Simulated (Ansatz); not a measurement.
**BPH6 (SMILES [BH3-][PH3+]): HF/3-21G**

What is the electronic atomisation energy of BPH6 at HF/3-21G? 

The results are computed with Ansatz 0.2.0.

48 further runs of the same task are left out: 48 set aside as unsound or not needed.

**1. The system as given**

BPH6: 8 atoms, total charge 0, spin state singlet. SMILES: `[BH3-][PH3+]`. Geometry: relaxed at PBE0-D4/def2-TZVP.

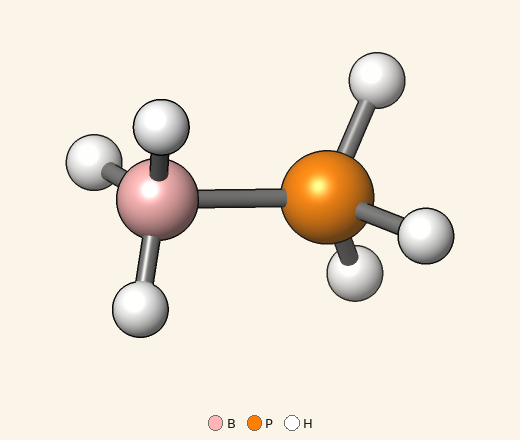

The structure, seen from a chosen angle (boron pink, phosphorus orange, hydrogen white).

**2. A single-point energy at HF/3-21G**

The input, input.yaml:

```yaml
crystal:
  periodic: [false, false, false]
  atoms:
    - {symbol: B, position_ang: [-0.556100, 0.227200, -0.914000]}
    - {symbol: P, position_ang: [0.433900, -0.181600, 0.667700]}
    - {symbol: H, position_ang: [-1.693400, 0.343100, -0.520100]}
    - {symbol: H, position_ang: [-0.367800, -0.730200, -1.628000]}
    - {symbol: H, position_ang: [-0.055500, 1.254200, -1.309900]}
    - {symbol: H, position_ang: [0.418800, 0.755700, 1.718800]}
    - {symbol: H, position_ang: [1.823100, -0.380300, 0.547100]}
    - {symbol: H, position_ang: [0.089200, -1.345200, 1.382600]}
basis:
  gaussian: {orbitals: 3-21G.json}
accuracy: high
output: {orbitals: {seedname: orbitals}}
hamiltonian: {xc: hf}
```

The basis set 3-21G is read from a file made from the Basis Set Exchange's data (not shown).

Launch:

```console
$ ansatz run input.yaml --threads 1 --pin off --max-ram 3480MiB --events-out events.jsonl --progress --plain --runs-dir runs
```

Output:

```text
Warning: RAYON_NUM_THREADS=1 ignored (pool sized by the plan → 1); use --threads N
Functional definition: HF
  name "HF"
  exchange = exact_x
  correlation = 0
782 factors; integrals over basis functions are off by at most 3.6e-9 eV
mean field evaluation 1: about -9983.9683 eV, gradient 1.8e1 eV
mean field evaluation 2: about -9983.9539 eV, gradient 1.8e1 eV
mean field evaluation 4: about -9985.1578 eV, gradient 1.2e0 eV
mean field evaluation 8: about -9985.1644 eV, gradient 2.8e-4 eV
mean field -9985.16442790 eV, -366.9480245379 hartree, gradient 2.5e-8 eV, S^2 0.000000; 0 other end points of the search recorded, 0 dependent functions left out
reference -9985.16442790 eV, -366.9480245379 hartree; 13, 13 occupied and 21, 21 virtual orbitals, 782 factors
Total energy: -9985.16442790 eV, -366.9480245379 hartree
```

It took 0.42 s on 1 thread of Intel Xeon Platinum 8259CL at 2.50GHz (Skylake/Cascade Lake), shared host.

**3. The B atom, same level**

The input, run.yaml:

```yaml
crystal:
  periodic: [false, false, false]
  atoms:
    - {symbol: B, position_ang: [0.000000, 0.000000, 0.000000]}
basis:
  gaussian:
    orbitals: 3-21G.json
magnetization:
  spin_polarized: true
  initial_magnetization: 1
hamiltonian:
  xc: hf
accuracy: high
```

The basis set 3-21G is read from a file made from the Basis Set Exchange's data (not shown).

Run the same way, it converges to -24.38976 Eh (log not shown).

**4. The H atom, same level**

The input, in.yaml:

```yaml
crystal:
  periodic: [false, false, false]
  atoms:
    - {symbol: H, position_ang: [0.000000, 0.000000, 0.000000]}
basis:
  gaussian:
    orbitals: 3-21G.json
magnetization:
  spin_polarized: true
  initial_magnetization: 1
hamiltonian:
  xc: hf
accuracy: high
```

The basis set 3-21G is read from a file made from the Basis Set Exchange's data (not shown).

Run the same way, it converges to -0.49620 Eh (log not shown).

**5. The P atom, same level**

The input, job.yaml:

```yaml
basis:
  gaussian:
    orbitals: 3-21G.json
crystal:
  periodic: [false, false, false]
  atoms:
    - {symbol: P, position_ang: [0.000000, 0.000000, 0.000000]}
magnetization:
  spin_polarized: true
  initial_magnetization: 3
hamiltonian:
  xc: hf
accuracy: high
```

The basis set 3-21G is read from a file made from the Basis Set Exchange's data (not shown).

Run the same way, it converges to -339.00008 Eh (log not shown).

**6. What came out**

At HF/3-21G:

```
                     quantity          value
       molecule: total energy  -366.94802 Eh
        molecule: HOMO energy      -11.74 eV
        molecule: LUMO energy        4.50 eV
      molecule: HOMO–LUMO gap       16.24 eV
         B atom: total energy   -24.38976 Eh
                 B atom: ⟨S²⟩          0.750
         H atom: total energy    -0.49620 Eh
                 H atom: ⟨S²⟩          0.750
         P atom: total energy  -339.00008 Eh
                 P atom: ⟨S²⟩          3.750
electronic atomisation energy      15.810 eV
```

In words: Taking the molecule apart into free atoms costs 15.81 eV (365 kcal/mol), before zero-point energy and without spin-orbit coupling. Hartree–Fock lacks the correlation of the bonding pairs, which as a rule makes this value much too low; in minimal bases other errors can mask that. The basis has no polarisation functions, which makes bonds too weak.
